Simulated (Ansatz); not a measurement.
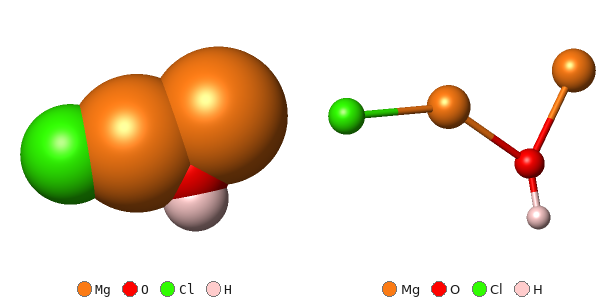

The same structure drawn twice, from different directions.

The geometry was computed by an optimisation with PBE0-D4/def2-TZVP. No frequency run is at hand to confirm it as a minimum.

Question: What is the molecular formula?

Answer: ClHMg2O, 5 atoms: 1 chlorine, 1 hydrogen, 2 magnesium and 1 oxygen.

Question: How many atoms are distinct by symmetry?

Answer: 5: 1 Mg, 1 O, 1 Mg, 1 Cl, 1 H.

More results for the same structure follow; atom numbers are the same in all pictures, views and colours differ.

**Electronic properties**

No frequency run is at hand to confirm it as a minimum. Properties computed with RKS PBE0-D4/def2-TZVPP (Ansatz 0.2.0).

What does the calculation give?

- HOMO energy (Kohn–Sham orbital): −5.39 eV
- LUMO energy (Kohn–Sham orbital): −2.21 eV
- HOMO–LUMO gap: 3.17 eV

**Charges**

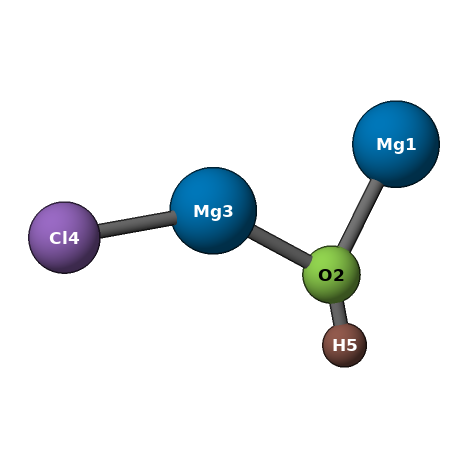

The questions are on Mulliken charges. No frequency run is at hand to confirm it as a minimum. Properties computed with RKS PBE0-D4/def2-TZVP (Ansatz 0.2.0).

Question: Which atom carries the highest charge (most positive or least negative)?

Answer: Mg3 (0.61 e).

Question: And the lowest?

Answer: O2 (−0.83 e).

List the Mulliken charges.

| atom | value (e) |
| --- | --- |
| Mg1 | 0.38 |
| O2 | −0.83 |
| Mg3 | 0.61 |
| Cl4 | −0.47 |
| H5 | 0.31 |

**Dipole moment**

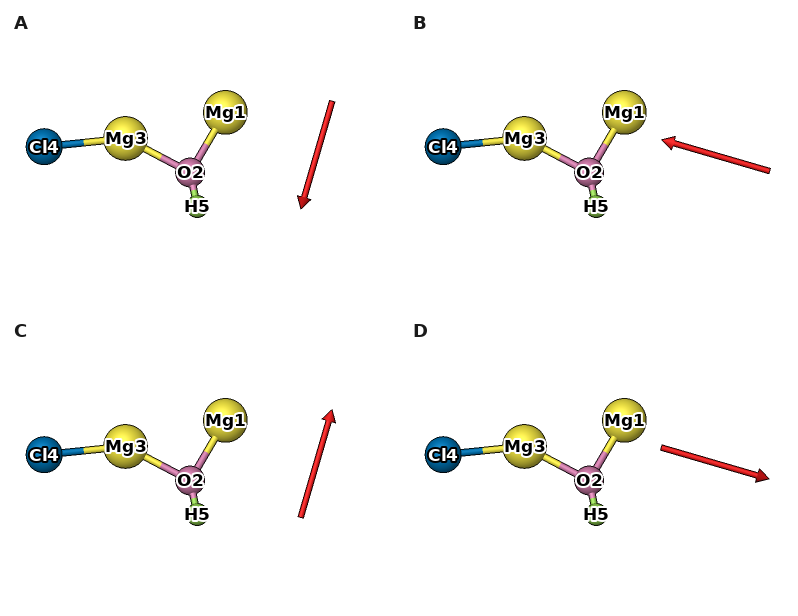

The same molecule four times, each with an arrow. No frequency run is at hand to confirm it as a minimum. Level of theory: RKS PBE0-D4/def2-TZVP (Ansatz 0.2.0).

Question: Which arrow points along the dipole moment, from the negative to the positive end?

Answer: D. The dipole moment is 4.80 D; it points from the side of Cl4 to the side of Mg1, H5 (the outermost atoms at the two ends).

Mulliken values depend strongly on the basis set and can even reverse the polarity of a bond.
